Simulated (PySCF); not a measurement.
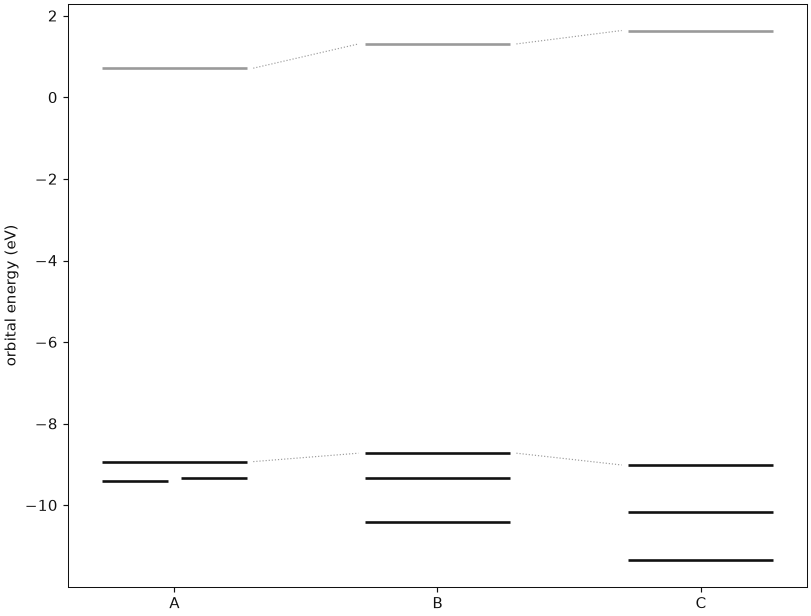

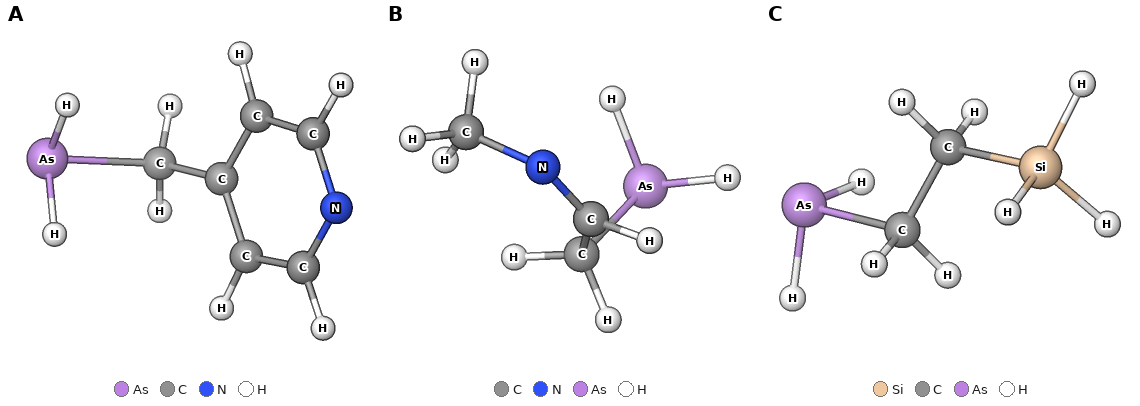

Related molecules: A is C₆H₈AsN, SMILES [AsH2]Cc1ccncc1; B is C₃H₈AsN, SMILES C/N=C\C[AsH2]; C is C₂H₉AsSi, SMILES [SiH3]CC[AsH2]. Frontier orbital energies, ωB97X-D/def2-SVPD with PySCF 2.14.0, at a PBE0-D3(BJ)/def2-SVP geometry (no frequency check); drawn are at most three filled levels and, in grey, the LUMO with any level within 0.03 eV of it; dotted lines join the HOMOs and the LUMOs.

Q: What does the change do to the frontier levels?

A: From A to B the HOMO rises by 0.21 eV and the LUMO rises by 0.60 eV, so the separation goes from 9.65 to 10.03 eV. From A to C the HOMO falls by 0.08 eV and the LUMO rises by 0.92 eV, so the separation goes from 9.65 to 10.65 eV.

Q: Does the ΔSCF ionisation energy follow the HOMO?

A: A: −ε(HOMO) 8.93, ΔSCF 9.07 eV; B: −ε(HOMO) 8.72, ΔSCF 8.93 eV; C: −ε(HOMO) 9.01, ΔSCF 9.36 eV.

Limits of at least one run: empty levels above zero depend strongly on the basis; one conformer of a flexible molecule.
